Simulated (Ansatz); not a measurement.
# Run report: CH$_{5}$AlBF, molecular dynamics (part 2 of 2)

Continued. System: CH$_{5}$AlBF. Method: RKS BLYP/6-31G* (Ansatz 0.2.0). The geometry comes from this level: PBE0-D4/def2-TZVP.

Geometry of the input (Å):
```
B  0.0410  1.3099  -0.5914
C  0.5997  -0.0382  -0.6465
F  1.3460  -0.5308  0.5953
Al -0.4875  -0.9899  0.7844
H  -0.6007  1.6313  -1.5493
H  0.1202  1.9998  0.3785
H  0.9012  -0.7124  -1.4363
H  -0.6714  -2.5276  0.4891
H  -1.1600  -0.1883  1.9590
```

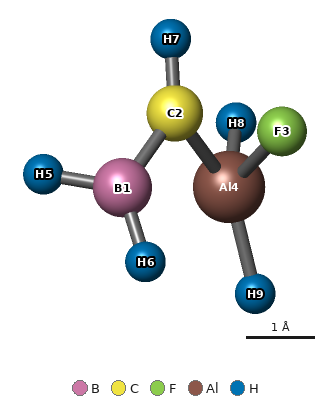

**Figure 1.** The geometry at step 13 of the log (ball-and-stick view, seen at a tilt; atoms are numbered from 1 in the order of the input).

### Trajectory as extended XYZ, continued
```
9
Properties=species:S:1:pos:R:3:forces:R:3 step=6 time_fs=6.0 energy=-11105.40846 temperature=232.1
B     0.0395    1.3226   -0.5582   -0.3430  -1.1773  -0.8818
C     0.5839   -0.0873   -0.6694    0.5645   1.5183  -0.0892
F     1.3649   -0.5273    0.5967    0.3681  -0.3760   1.2090
Al   -0.4878   -0.9660    0.7752   -0.2684  -0.4986   0.3666
H    -0.6309    1.5235   -1.5507    0.0875   0.3607   0.1398
H    -0.0470    2.0337    0.4233    0.3301  -0.3452  -0.3089
H     1.0526   -0.8096   -1.3554   -0.7016   0.6082  -0.4906
H    -0.7647   -2.4622    0.4175    0.0083  -0.4342  -0.0981
H    -1.1649   -0.3388    2.0408   -0.0455   0.3442   0.1532
9
Properties=species:S:1:pos:R:3:forces:R:3 step=7 time_fs=7.0 energy=-11105.38460 temperature=205.7
B     0.0389    1.3222   -0.5535   -0.4817  -1.4016  -1.3488
C     0.5827   -0.0928   -0.6745    0.4106   1.9759   0.3002
F     1.3689   -0.5273    0.5990    0.2902  -0.4010   1.1620
Al   -0.4881   -0.9624    0.7739   -0.3839  -0.7018   0.4962
H    -0.6403    1.5181   -1.5569    0.2312   0.3235   0.3386
H    -0.0667    2.0271    0.4176    0.3543  -0.2213  -0.1108
H     1.0556   -0.8033   -1.3496   -0.5398   0.3359  -0.7630
H    -0.7814   -2.4720    0.4010    0.0595  -0.1816  -0.0340
H    -1.1706   -0.3512    2.0651    0.0597   0.2720  -0.0405
9
Properties=species:S:1:pos:R:3:forces:R:3 step=8 time_fs=8.0 energy=-11105.36112 temperature=180.6
B     0.0379    1.3206   -0.5500   -0.5628  -1.5859  -1.7220
C     0.5819   -0.0967   -0.6794    0.2493   2.3627   0.6599
F     1.3731   -0.5275    0.6019    0.2011  -0.4221   1.0629
Al   -0.4885   -0.9590    0.7729   -0.4902  -0.8973   0.6132
H    -0.6476    1.5158   -1.5598    0.3226   0.2885   0.4565
H    -0.0830    2.0185    0.4108    0.3637  -0.0792   0.1084
H     1.0535   -0.7938   -1.3511   -0.3553   0.0616  -0.9819
H    -0.7975   -2.4835    0.3841    0.1125   0.0701   0.0343
H    -1.1757   -0.3610    2.0890    0.1590   0.2016  -0.2312
9
Properties=species:S:1:pos:R:3:forces:R:3 step=9 time_fs=9.0 energy=-11105.34809 temperature=167.1
B     0.0364    1.3176   -0.5480   -0.5858  -1.6840  -1.9303
C     0.5813   -0.0987   -0.6838    0.1664   2.5548   0.8809
F     1.3773   -0.5279    0.6053    0.1018  -0.4365   0.9153
Al   -0.4890   -0.9560    0.7720   -0.5707  -1.0641   0.7045
H    -0.6517    1.5162   -1.5584    0.3501   0.2586   0.4776
H    -0.0958    2.0090    0.4050    0.3656   0.0424   0.2952
H     1.0480   -0.7836   -1.3621   -0.2285  -0.1031  -1.0457
H    -0.8126   -2.4943    0.3676    0.1604   0.2893   0.0977
H    -1.1794   -0.3688    2.1107    0.2407   0.1425  -0.3952
9
Properties=species:S:1:pos:R:3:forces:R:3 step=10 time_fs=10.0 energy=-11105.35617 temperature=176.1
B     0.0344    1.3130   -0.5478   -0.5600  -1.6539  -1.9184
C     0.5808   -0.0986   -0.6875    0.2166   2.4755   0.8834
F     1.3816   -0.5286    0.6091   -0.0056  -0.4422   0.7291
Al   -0.4898   -0.9533    0.7714   -0.6155  -1.1892   0.7622
H    -0.6526    1.5192   -1.5524    0.3105   0.2364   0.4001
H    -0.1051    2.0000    0.4021    0.3691   0.1062   0.3979
H     1.0403   -0.7745   -1.3830   -0.2114  -0.0900  -0.8870
H    -0.8261   -2.5024    0.3520    0.1987   0.4572   0.1500
H    -1.1807   -0.3754    2.1287    0.2977   0.1000  -0.5172
9
Properties=species:S:1:pos:R:3:forces:R:3 step=11 time_fs=11.0 energy=-11105.38376 temperature=205.8
B     0.0319    1.3070   -0.5493   -0.4971  -1.4776  -1.6680
C     0.5805   -0.0965   -0.6904    0.3813   2.1513   0.6758
F     1.3859   -0.5295    0.6134   -0.1179  -0.4380   0.5179
Al   -0.4908   -0.9510    0.7711   -0.6195  -1.2663   0.7825
H    -0.6504    1.5244   -1.5425    0.2083   0.2241   0.2332
H    -0.1109    1.9920    0.4030    0.3799   0.0928   0.3880
H     1.0306   -0.7662   -1.4125   -0.2863   0.0725  -0.5277
H    -0.8378   -2.5061    0.3378    0.2245   0.5653   0.1872
H    -1.1792   -0.3809    2.1417    0.3268   0.0759  -0.5888
9
Properties=species:S:1:pos:R:3:forces:R:3 step=12 time_fs=12.0 energy=-11105.41825 temperature=243.4
B     0.0289    1.2997   -0.5522   -0.4093  -1.1703  -1.2159
C     0.5805   -0.0928   -0.6929    0.5861   1.6899   0.3512
F     1.3901   -0.5306    0.6179   -0.2319  -0.4248   0.2954
Al   -0.4920   -0.9492    0.7710   -0.5804  -1.2924   0.7634
H    -0.6463    1.5317   -1.5304    0.0581   0.2223   0.0013
H    -0.1131    1.9849    0.4076    0.3963   0.0113   0.2752
H     1.0181   -0.7572   -1.4470   -0.3824   0.2825  -0.0716
H    -0.8472   -2.5044    0.3255    0.2363   0.6106   0.2073
H    -1.1745   -0.3857    2.1490    0.3272   0.0709  -0.6063
9
Properties=species:S:1:pos:R:3:forces:R:3 step=13 time_fs=13.0 energy=-11105.44863 temperature=277.1
B     0.0256    1.2913   -0.5563   -0.3156  -0.7708  -0.6524
C     0.5810   -0.0876   -0.6950    0.7556   1.2069   0.0262
F     1.3942   -0.5319    0.6225   -0.3444  -0.4041   0.0730
Al   -0.4935   -0.9479    0.7712   -0.4973  -1.2668   0.7044
H    -0.6416    1.5412   -1.5183   -0.1108   0.2266  -0.2503
H    -0.1115    1.9779    0.4148    0.4096  -0.1062   0.1008
H     1.0020   -0.7456   -1.4822   -0.4299   0.4365   0.3578
H    -0.8545   -2.4969    0.3150    0.2335   0.5929   0.2087
H    -1.1667   -0.3899    2.1506    0.2994   0.0850  -0.5683
9
Properties=species:S:1:pos:R:3:forces:R:3 step=14 time_fs=14.0 energy=-11105.47276 temperature=304.3
B     0.0220    1.2822   -0.5609   -0.2472  -0.3198  -0.0987
C     0.5820   -0.0815   -0.6971    0.8472   0.7806  -0.2099
F     1.3982   -0.5334    0.6272   -0.4528  -0.3787  -0.1412
Al   -0.4951   -0.9470    0.7717   -0.3708  -1.1894   0.6071
H    -0.6379    1.5528   -1.5086   -0.2547   0.2242  -0.4578
H    -0.1059    1.9699    0.4230    0.4101  -0.2199  -0.0826
H     0.9817   -0.7297   -1.5140   -0.3919   0.4725   0.6681
H    -0.8595   -2.4836    0.3066    0.2154   0.5126   0.1906
H    -1.1561   -0.3932    2.1467    0.2448   0.1179  -0.4757
9
Properties=species:S:1:pos:R:3:forces:R:3 step=15 time_fs=15.0 energy=-11105.49303 temperature=327.0
B     0.0181    1.2728   -0.5656   -0.2393   0.1533   0.3313
C     0.5838   -0.0748   -0.6994    0.8501   0.4504  -0.3054
F     1.4019   -0.5351    0.6319   -0.5547  -0.3511  -0.3418
Al   -0.4968   -0.9465    0.7724   -0.2038  -1.0614   0.4759
H    -0.6367    1.5666   -1.5033   -0.3285   0.1961  -0.5568
H    -0.0964    1.9597    0.4305    0.3910  -0.2973  -0.2304
H     0.9577   -0.7093   -1.5395   -0.2631   0.3697   0.8073
H    -0.8624   -2.4655    0.3000    0.1819   0.3719   0.1524
H    -1.1431   -0.3955    2.1383    0.1665   0.1683  -0.3326
9
Properties=species:S:1:pos:R:3:forces:R:3 step=16 time_fs=16.0 energy=-11105.50736 temperature=342.6
B     0.0141    1.2636   -0.5700   -0.3103   0.6273   0.5695
C     0.5862   -0.0676   -0.7019    0.7742   0.2298  -0.2396
F     1.4053   -0.5370    0.6363   -0.6484  -0.3232  -0.5254
Al   -0.4986   -0.9465    0.7732   -0.0036  -0.8866   0.3206
H    -0.6386    1.5823   -1.5033   -0.3082   0.1268  -0.5141
H    -0.0832    1.9467    0.4357    0.3505  -0.3181  -0.3136
H     0.9312   -0.6853   -1.5572   -0.0583   0.1345   0.7563
H    -0.8636   -2.4438    0.2949    0.1338   0.1766   0.0953
H    -1.1285   -0.3961    2.1266    0.0703   0.2328  -0.1489
9
Properties=species:S:1:pos:R:3:forces:R:3 step=17 time_fs=17.0 energy=-11105.50620 temperature=341.1
B     0.0097    1.2549   -0.5740   -0.4455   1.0767   0.6126
C     0.5893   -0.0603   -0.7047    0.6445   0.1089  -0.0259
F     1.4084   -0.5391    0.6405   -0.7328  -0.2955  -0.6894
Al   -0.5004   -0.9467    0.7742    0.2165  -0.6739   0.1569
H    -0.6435    1.5993   -1.5082   -0.2053   0.0158  -0.3470
H    -0.0666    1.9306    0.4379    0.2909  -0.2747  -0.3191
H     0.9040   -0.6600   -1.5677    0.1923  -0.2021   0.5322
H    -0.8636   -2.4204    0.2907    0.0737  -0.0599   0.0229
H    -1.1132   -0.3945    2.1136   -0.0344   0.3046   0.0567
9
Properties=species:S:1:pos:R:3:forces:R:3 step=18 time_fs=18.0 energy=-11105.48091 temperature=314.0
B     0.0050    1.2471   -0.5774   -0.6035   1.4671   0.5081
C     0.5929   -0.0529   -0.7074    0.5015   0.0437   0.2680
F     1.4112   -0.5413    0.6444   -0.8073  -0.2673  -0.8314
Al   -0.5022   -0.9472    0.7753    0.4355  -0.4390   0.0069
H    -0.6504    1.6164   -1.5164   -0.0599  -0.1192  -0.1127
H    -0.0472    1.9120    0.4371    0.2176  -0.1695  -0.2462
H     0.8787   -0.6367   -1.5731    0.4430  -0.5753   0.2082
H    -0.8628   -2.3975    0.2866    0.0072  -0.3129  -0.0567
H    -1.0982   -0.3899    2.1010   -0.1341   0.3724   0.2559
9
Properties=species:S:1:pos:R:3:forces:R:3 step=19 time_fs=19.0 energy=-11105.43635 temperature=266.6
B    -0.0003    1.2407   -0.5803   -0.7380   1.7652   0.3238
C     0.5969   -0.0455   -0.7100    0.3950  -0.0456   0.5107
F     1.4135   -0.5436    0.6478   -0.8723  -0.2370  -0.9491
Al   -0.5038   -0.9478    0.7763    0.6272  -0.2063  -0.1059
H    -0.6578    1.6323   -1.5258    0.0818  -0.2511   0.1232
H    -0.0257    1.8916    0.4339    0.1378  -0.0159  -0.1081
H     0.8576   -0.6188   -1.5765    0.6387  -0.8848  -0.0777
H    -0.8619   -2.3776    0.2821   -0.0568  -0.5457  -0.1306
H    -1.0845   -0.3818    2.0910   -0.2134   0.4211   0.4137
9
Properties=species:S:1:pos:R:3:forces:R:3 step=20 time_fs=20.0 energy=-11105.39221 temperature=219.7
B    -0.0062    1.2359   -0.5829   -0.8135   1.9510   0.1281
C     0.6012   -0.0381   -0.7121    0.3616  -0.2421   0.5573
F     1.4154   -0.5461    0.6507   -0.9281  -0.2029  -1.0404
Al   -0.5051   -0.9485    0.7773    0.7660  -0.0054  -0.1637
H    -0.6645    1.6459   -1.5339    0.1846  -0.3547   0.3099
H    -0.0029    1.8711    0.4297    0.0590   0.1615   0.0661
H     0.8426   -0.6094   -1.5807    0.7365  -1.0276  -0.1721
H    -0.8616   -2.3629    0.2763   -0.1075  -0.7150  -0.1825
H    -1.0728   -0.3697    2.0848   -0.2588   0.4353   0.4973
```

### Key numbers

```json
{"quantity": "outcome", "value": "finished"}
{"quantity": "mean temperature over the second half", "value": "274 K"}
{"quantity": "trajectory", "value": "20 steps, 20 fs"}
{"quantity": "ensemble", "value": "nvt_nose_hoover"}
{"quantity": "temperature in the input", "value": "500 K"}
{"quantity": "time step", "value": "1 fs"}
{"quantity": "potential energy (last step)", "value": "−11105.3926 eV"}
{"quantity": "SCF solution under orbital rotations (last step)", "value": "stable"}
{"quantity": "largest force (length of the vector) (last step)", "value": "2.118 eV/Å"}
{"quantity": "dipole moment (last step)", "value": "1.05 D"}
{"quantity": "hardware", "value": "2 threads of Arm Neoverse V2, 23 GiB of memory available, shared host"}
{"quantity": "wall time", "value": "25 s (CPU time 47 s)"}
{"quantity": "peak memory", "value": "0.13 GiB"}
```

### Remarks

So short a trajectory is not equilibrated. The temperature stays far from the 500 K of the thermostat over the second half: the run isn't equilibrated.
